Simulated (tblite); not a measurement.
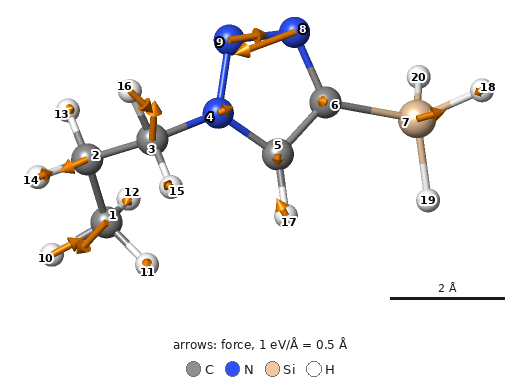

Starting geometry of C5H11N3Si with the computed forces as orange arrows. The picture is a ball-and-stick view, seen from a free direction.

Theory: tblite 0.8.0, GFN2-xTB geometry optimisation, gas phase. 

> Is this structure relaxed? If not, where do the atoms go?

It isn't relaxed: the largest force vector, on N8, is 2.53 eV/Å. The final displacements have little in common with the starting forces (cosine between the two patterns 0.17). The energy falls by 7.63 kcal/mol in 68 geometry steps. The largest move after the best rigid fit is that of H11, 0.59 Å. By element the largest moves are H 0.59 Å, N 0.16 Å, Si 0.09 Å, C 0.07 Å. Some distances before and after: N8–N9 1.328 → 1.275 Å, C1–H10 1.133 → 1.087 Å, C3–H16 1.137 → 1.093 Å, C2–C3 1.505 → 1.533 Å. Among the angles between lasting bonds that change: C2–C1–H11 115.9° → 110.7°, C2–C3–H16 104.8° → 109.6°, H18–Si7–H20 106.4° → 111.1°. Groups turn about C1–C2 by about 30°.
